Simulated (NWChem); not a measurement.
**CBr2F2 (dibromodifluoromethane) at 5 levels**

We compute a comparison of 5 runs (M06-L/cc-pVDZ, PBE0/cc-pVDZ, TPSS/cc-pVDZ, r2SCAN/cc-pVDZ, revPBE/cc-pVDZ) of CBr2F2 (dibromodifluoromethane). 

The results are computed with NWChem 7.3.0.

**1. Starting point**

CBr2F2 has 5 atoms, charge 0, and is taken as a singlet. As SMILES, `FC(F)(Br)Br`. Geometry: relaxed at PBE0-D4/def2-TZVP.

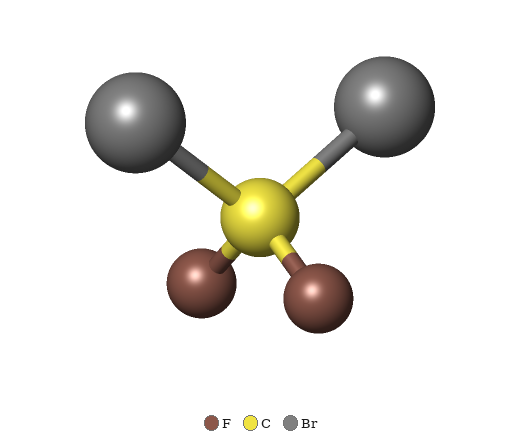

The structure, seen from a chosen angle (fluorine brown, carbon yellow, bromine grey).

**2. Energy and forces at M06-L/cc-pVDZ (run 1)**

The input, m1.nw:

```
start m1
memory total 2200 mb

geometry noautosym nocenter noautoz
  F       -0.970400      -0.113400       0.986300
  C        0.004800      -0.087600       0.090900
  F        0.914800      -0.981400       0.446600
  Br      -0.709300      -0.561200      -1.642100
  Br       0.810000       1.669900       0.077000
end

basis spherical bse
  * library cc-pVDZ
end

dft
  xc m06-l
  grid fine
  convergence energy 1e-08
  iterations 100
  mulliken
end

task dft gradient
```

Run with:

```sh
$ nwchem m1.nw > m1.out
```

Output:

```text
[...]
          Wavefunction type:  closed shell.
          No. of atoms     :     5
          No. of electrons :    94
[...]
          Charge           :     0
          Spin multiplicity:     1
[...]
          AO basis - number of functions:    96
[...]
              XC Information
              --------------
                        M06-L Method XC Functional
                         M06-L Exchange Functional  1.000
                       M06-L Correlation Potential  1.000
[...]
 d= 0,ls=0.0,diis     1  -5385.5750023925 -6.02D+03  2.19D-02  1.95D+00    19.2
[...]
 d= 0,ls=0.0,diis    10  -5385.8130182272 -3.32D-09  5.20D-07  8.39D-09   128.9
         Total DFT energy =    -5385.813018227218
      One electron energy =    -8747.917523377673
           Coulomb energy =     2941.320461871066
    Exchange-Corr. energy =     -208.776199744751
 Nuclear repulsion energy =      629.560243024140
[...]
  wavefunction    = closed shell
                         DFT ENERGY GRADIENTS
    atom               coordinates                        gradient
                 x          y          z           x          y          z
   1 F      -1.833790  -0.214295   1.863837    0.006649   0.000332  -0.006301
   2 C       0.009071  -0.165540   0.171776   -0.000114  -0.001438   0.001983
   3 F       1.728721  -1.854577   0.843952   -0.006170   0.006224  -0.002629
   4 Br     -1.340383  -1.060514  -3.103119    0.003099   0.002258   0.007180
   5 Br      1.530678   3.155653   0.145509   -0.003464  -0.007376  -0.000234
[...]
```

It took 2.9 min on 1 thread of Intel Xeon Platinum 8488C (Sapphire Rapids), shared host; peak memory 0.12 GiB.

**3. Energy and forces at PBE0/cc-pVDZ (run 2)**

The input, run.py:

```python
from ase import Atoms
from ase.calculators.nwchem import NWChem

molecule = Atoms(['F', 'C', 'F', 'Br', 'Br'], positions=[
    [-0.970400, -0.113400, 0.986300],
    [0.004800, -0.087600, 0.090900],
    [0.914800, -0.981400, 0.446600],
    [-0.709300, -0.561200, -1.642100],
    [0.810000, 1.669900, 0.077000],
])

calc = NWChem(
    label='cbr2f2',
    theory='dft',
    memory='2200 mb',
    basis='cc-pVDZ',
    basispar='spherical bse',
    dft={'xc': 'pbe0', 'mult': '1', 'grid': 'fine', 'convergence': 'energy 1e-08', 'iterations': '100', 'mulliken': None},
)
molecule.calc = calc

forces = molecule.get_forces()
e = molecule.get_potential_energy()
print(f"E = {e:.6f} eV")
print("forces (eV/A):")
for s, f in zip(molecule.symbols, forces):
    print(f"{s:2s} {f[0]:10.5f} {f[1]:10.5f} {f[2]:10.5f}")
print("dipole (e A):", molecule.get_dipole_moment().round(4))
```

Run with:

```sh
$ export ASE_NWCHEM_COMMAND="nwchem PREFIX.nwi > PREFIX.nwo"
$ python run.py
```

Output:

```text
E = -146539.206415 eV
forces (eV/A):
F    -0.14398    0.01969    0.10130
C     0.00072    0.00118   -0.00303
F     0.13694   -0.10907    0.02077
Br   -0.05127   -0.03574   -0.12079
Br    0.05759    0.12393    0.00175
dipole (e A): [ 0.003   0.0418 -0.0567]
```

The calculator wrote cbr2f2.nwi:

```
title "cbr2f2"

permanent_dir cbr2f2

scratch_dir cbr2f2

start cbr2f2

geometry units angstrom nocenter noautosym noautoz
  F  -9.7040000000000004e-01 -1.1340000000000000e-01 9.8629999999999995e-01
  C  4.7999999999999996e-03 -8.7599999999999997e-02 9.0899999999999995e-02
  F  9.1479999999999995e-01 -9.8140000000000005e-01 4.4660000000000000e-01
  Br -7.0930000000000004e-01 -5.6120000000000003e-01 -1.6420999999999999e+00
  Br 8.1000000000000005e-01 1.6698999999999999e+00 7.6999999999999999e-02
end

memory 2200 mb

basis spherical bse noprint
   * library cc-pVDZ
end

dft
  xc pbe0
  mult 1
  grid fine
  convergence energy 1e-08
  iterations 100
  mulliken
end

task dft gradient
```

cbr2f2.nwo:

```text
Northwest Computational Chemistry Package (NWChem) 7.3.0
             --------------------------------------------------------

           Job information
           ---------------

    nwchem branch   = 7.3.0
    use scalapack   = T
    input           = cbr2f2.nwi
    prefix          = cbr2f2.
    data base       = cbr2f2/cbr2f2.db
    status          = startup
    nproc           =        1

           Memory information
           ------------------

[... 5 lines left out ...]
    hardfail = no
[... 97 lines left out ...]
  convergence criterion.
[... 41 lines left out ...]
          Spatial weights used:  Erf1
[... 32 lines left out ...]
 1-e energy   =   -8749.220303
[... 41 lines left out ...]
           Coulomb energy =     2941.681111856913
[... 759 lines left out ...]
          Convergence on density requested:  1.00D-05
[... 27 lines left out ...]
          total energy or number of iterations.
[... 36 lines left out ...]
                 ----------------------------------------
                 |  Time  |  1-e(secs)   |  2-e(secs)   |
                 ----------------------------------------
                 |  CPU   |       0.01   |      44.43   |
                 ----------------------------------------
                 |  WALL  |       0.01   |      44.43   |
                 ----------------------------------------

 Task  times  cpu:      150.1s     wall:      150.1s
 Total times  cpu:      150.2s     wall:      150.2s
```

Run time: 2.5 min. Hardware: 1 thread of Intel Xeon Platinum 8488C (Sapphire Rapids), shared host; peak memory 0.12 GiB.

Runs 3 to 4 aren't shown in full; the table further down has their settings and results.

**4. Energy and gradient at revPBE/cc-pVDZ (run 5)**

The input, run.py:

```python
from ase import Atoms
from ase.calculators.nwchem import NWChem

system = Atoms('FCFBrBr', positions=[
    [-0.970400, -0.113400, 0.986300],
    [0.004800, -0.087600, 0.090900],
    [0.914800, -0.981400, 0.446600],
    [-0.709300, -0.561200, -1.642100],
    [0.810000, 1.669900, 0.077000],
])

calc = NWChem(
    label='cbr2f2',
    theory='dft',
    memory='2200 mb',
    basis='cc-pVDZ',
    basispar='spherical bse',
    dft={'xc': 'revpbe cpbe96', 'mult': '1', 'grid': 'fine', 'convergence': 'energy 1e-08', 'iterations': '100', 'mulliken': None},
)
system.calc = calc

forces = system.get_forces()
e = system.get_potential_energy()
print(f"E = {e:.6f} eV")
print("forces (eV/A):")
for s, f in zip(system.symbols, forces):
    print(f"{s:2s} {f[0]:10.5f} {f[1]:10.5f} {f[2]:10.5f}")
print("dipole (e A):", system.get_dipole_moment().round(4))
```

Run with:

```sh
$ export ASE_NWCHEM_COMMAND="nwchem PREFIX.nwi > PREFIX.nwo"
$ python run.py
```

Output:

```text
E = -146547.542956 eV
forces (eV/A):
F    -0.99239    0.02725    0.84137
C     0.01620    0.21880   -0.29907
F     0.93269   -0.85854    0.29012
Br   -0.33892   -0.22333   -0.82399
Br    0.38248    0.83581   -0.00838
dipole (e A): [ 0.0011  0.0152 -0.0207]
```

The calculator wrote cbr2f2.nwi:

```
title "cbr2f2"

permanent_dir cbr2f2

scratch_dir cbr2f2

start cbr2f2

geometry units angstrom nocenter noautosym noautoz
  F  -9.7040000000000004e-01 -1.1340000000000000e-01 9.8629999999999995e-01
  C  4.7999999999999996e-03 -8.7599999999999997e-02 9.0899999999999995e-02
  F  9.1479999999999995e-01 -9.8140000000000005e-01 4.4660000000000000e-01
  Br -7.0930000000000004e-01 -5.6120000000000003e-01 -1.6420999999999999e+00
  Br 8.1000000000000005e-01 1.6698999999999999e+00 7.6999999999999999e-02
end

memory 2200 mb

basis spherical bse noprint
   * library cc-pVDZ
end

dft
  xc revpbe cpbe96
  mult 1
  grid fine
  convergence energy 1e-08
  iterations 100
  mulliken
end

task dft gradient
```

cbr2f2.nwo:

```text
Northwest Computational Chemistry Package (NWChem) 7.3.0
             --------------------------------------------------------

           Job information
           ---------------

    nwchem branch   = 7.3.0
    use scalapack   = T
    input           = cbr2f2.nwi
    prefix          = cbr2f2.
    data base       = cbr2f2/cbr2f2.db
    status          = startup
    nproc           =        1

           Memory information
           ------------------

[... 5 lines left out ...]
    hardfail = no
[... 99 lines left out ...]
  convergence criterion.
[... 39 lines left out ...]
          Spatial weights used:  Erf1
[... 32 lines left out ...]
 1-e energy   =   -8749.220303
[... 43 lines left out ...]
           Coulomb energy =     2941.286283958371
[... 768 lines left out ...]
          Convergence on density requested:  1.00D-05
[... 25 lines left out ...]
          total energy or number of iterations.
[... 36 lines left out ...]
                 ----------------------------------------
                 |  Time  |  1-e(secs)   |  2-e(secs)   |
                 ----------------------------------------
                 |  CPU   |       0.01   |      47.19   |
                 ----------------------------------------
                 |  WALL  |       0.01   |      47.19   |
                 ----------------------------------------

 Task  times  cpu:      178.3s     wall:      178.3s
 Total times  cpu:      178.3s     wall:      178.3s
```

It took 3 min on 1 thread of Intel Xeon Platinum 8488C (Sapphire Rapids), shared host; peak memory 0.12 GiB.

**5. The series**

```
run           level   energy (Eh)  dipole moment (D)  HOMO energy (eV)  LUMO energy (eV)  wall time
  1   M06-L/cc-pVDZ  -5385.813018               0.33             -7.47             -2.27    2.9 min
  2    PBE0/cc-pVDZ  -5385.216552               0.34             -8.47             -1.52    2.5 min
  3    TPSS/cc-pVDZ  -5385.880718               0.17             -7.22             -2.39    2.9 min
  4  r2SCAN/cc-pVDZ  -5385.913459               0.21             -7.49             -2.40    2.8 min
  5  revPBE/cc-pVDZ  -5385.522914               0.12             -7.00             -2.32      3 min
```

**6. What came out**

| quantity | value |
| --- | --- |
| run 5: total energy | -5385.52291 Eh |
| run 5: dipole moment | 0.12 D |
| run 5: HOMO energy | -7.00 eV |
| run 5: LUMO energy | -2.32 eV |
| run 5: HOMO–LUMO gap | 4.68 eV |
| run 5: largest force on an atom | 1.301 eV/Å |

**Reading.** The dipole moment (its size) runs from 0.12 D (revPBE/cc-pVDZ) to 0.34 D (PBE0/cc-pVDZ). The HOMO–LUMO gap runs from 4.68 eV (revPBE/cc-pVDZ) to 6.95 eV (PBE0/cc-pVDZ). Totals of different functionals can't be ranked against each other. All runs together took 14 min, the longest 3 min.
